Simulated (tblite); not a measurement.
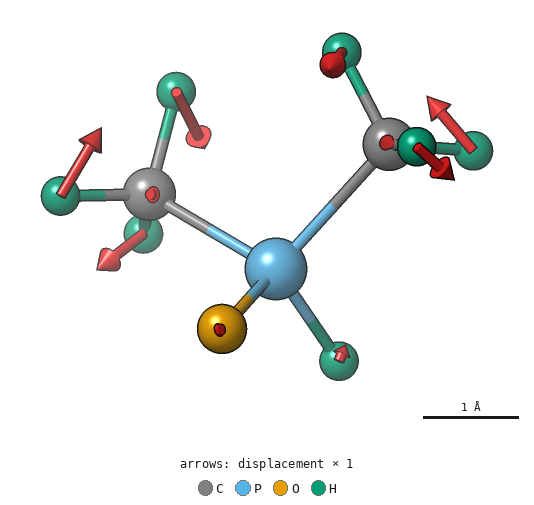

A relaxation of C2H7OP. The starting structure is drawn; red arrows show the displacements, at their true length. The two geometries are superimposed by the best rigid fit.

The picture is a ball-and-stick view, seen at a tilt.

These are results of tblite 0.8.0, GFN2-xTB geometry optimisation, gas phase, not measurements. 

Which element moves most?

Hydrogen: up to 1.09 Å, against 0.17 Å for carbon.

Describe the change and its energy.

The atom that moves furthest after the best rigid fit is an H atom (1.09 Å). By element the largest moves are H 1.09 Å, C 0.17 Å, O 0.12 Å, P 0.06 Å. Among the contacts that change: O–P 1.515 → 1.464 Å, C–H 1.123 → 1.085 Å, C–P 1.813 → 1.824 Å, C–P 1.834 → 1.823 Å. Bond angles that change, for instance: C–P–H 111.2° → 103.4°, H–C–H 115.3° → 108.5°, P–C–H 106.9° → 112.0°. Groups turn about C–P by about 60°, C–P by about 45°. Over 90 geometry steps the energy falls by 0.353 eV.
